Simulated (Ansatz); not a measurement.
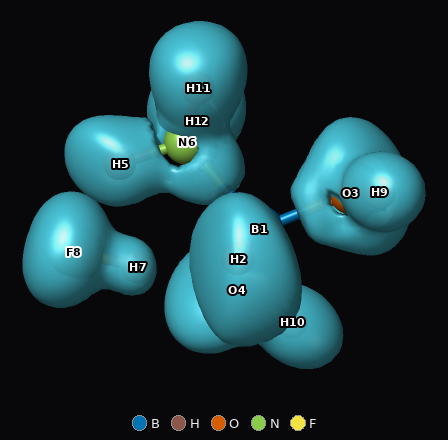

The picture shows: BH6NO2···HF. Isosurface of the electron localisation function at 0.75 (cyan), seen at a tilt. Core shells and regions of very low density are left out.

The reactant side of a reaction path; geometry: PBE0-D4/def2-TZVP; a saddle point, not a minimum.

All numbers below come from RKS PBE0-D4/def2-TZVPP (Ansatz).

```yaml
atoms:
  - { symbol: B, position_ang: [-0.3714, -0.1486, -0.4626] }
  - { symbol: H, position_ang: [0.5978, -0.9191, -0.6702] }
  - { symbol: O, position_ang: [-0.7110, 0.5951, -1.6299] }
  - { symbol: O, position_ang: [-1.4720, -0.7248, 0.2286] }
  - { symbol: H, position_ang: [0.5584, 0.4361, 1.4842] }
  - { symbol: N, position_ang: [0.2024, 0.9297, 0.6679] }
  - { symbol: H, position_ang: [1.3266, -1.3570, 0.5348] }
  - { symbol: F, position_ang: [1.7954, -1.3319, 1.3558] }
  - { symbol: H, position_ang: [-0.1138, 0.4266, -2.3574] }
  - { symbol: H, position_ang: [-2.1735, -0.9364, -0.3884] }
  - { symbol: H, position_ang: [0.9418, 1.5145, 0.2939] }
  - { symbol: H, position_ang: [-0.5805, 1.5159, 0.9434] }
```

### What do the ELF domains correspond to?

The surface consists of one region around a hydrogen nucleus, one joined region spread over several atoms (F, H), in which their bonds and any lone pairs are merged, one joined region spread over several atoms (H, N), in which their bonds and any lone pairs are merged and two joined regions spread over several atoms (H, O), in which their bonds and any lone pairs are merged.

Values along the shortest contacts:
H2···H7 (1.47 Å): the ELF dips to about 0.25 between them. B–O (1.42 Å): the ELF peaks at about 0.90 between the atoms (a polar covalent bond).
